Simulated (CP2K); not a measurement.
Band structure of ZrSnTe (P4/nmm, 6 atoms in the cell).

```
ZrSnTe
1.0
    4.09585     0.00000     0.00000
    0.00000     4.09585     0.00000
    0.00000     0.00000     8.78320
Zr Sn Te
2 2 2
Cartesian
  2.04793   0.00000   2.31499
  0.00000   2.04793   6.46821
  0.00000   0.00000   0.00000
  2.04793   2.04793   0.00000
  2.04793   0.00000   5.44040
  0.00000   2.04793   3.34280
```

Method: PBEsol, GPW, DZVP-MOLOPT-SR-GTH basis, GTH-PBE potentials (GTH_POTENTIALS) (CP2K 2026.2).

Settings: CUTOFF = 500 Ry; REL_CUTOFF = 60 Ry; SMEAR/METHOD = GAUSSIAN; SIGMA = 0.136 eV; KPOINTS/SCHEME = MONKHORST-PACK 5 5 3; XC_FUNCTIONAL = PBE:PBESOL; Zr/BASIS_SET = DZVP-MOLOPT-SR-GTH-q12; Zr/POTENTIAL = GTH-PBE-q12; Sn/BASIS_SET = DZVP-MOLOPT-SR-GTH-q4; Sn/POTENTIAL = GTH-PBE-q4; Te/BASIS_SET = DZVP-MOLOPT-SR-GTH-q6; Te/POTENTIAL = GTH-PBE-q6; METHOD = GPW; EPS_DEFAULT = 1e-11.

The starting cell comes from a database of computed structures (which also holds hypothetical and non-ambient phases and stackings), without a prior relaxation at this level. Its lattice was rescaled by a random factor within 2.5 % of one. Spin-orbit coupling is off. Values carry the incompleteness of an atom-centred basis. The potentials were made for another functional than the one used.

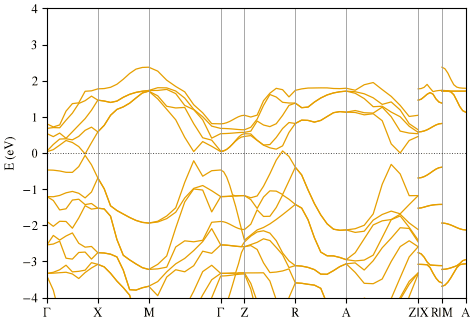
Fig. 1. Bands along the path, energies from the Fermi level.

Levels in eV from the Fermi level, bands 19 to 24:
| point | 19 | 20 | 21 | 22 | 23 | 24 |
|---|---|---|---|---|---|---|
| Γ | -1.89 | -1.21 | -1.21 | -0.47 | 0.04 | 0.05 |
| X | -1.53 | -1.53 | -0.69 | -0.69 | 0.58 | 0.58 |
| M | -3.22 | -3.22 | -1.94 | -1.94 | 1.71 | 1.71 |
| Z | -2.41 | -2.12 | -1.18 | -1.18 | 0.46 | 0.53 |
| R | -1.42 | -1.42 | -0.39 | -0.39 | 0.82 | 0.82 |
| A | -2.95 | -2.95 | -2.13 | -2.13 | 1.13 | 1.13 |

Bands cross the Fermi level along this path, so the cell is metallic at this level.

Higher empty bands are left out: an atom-centred basis made for the valence describes them poorly.
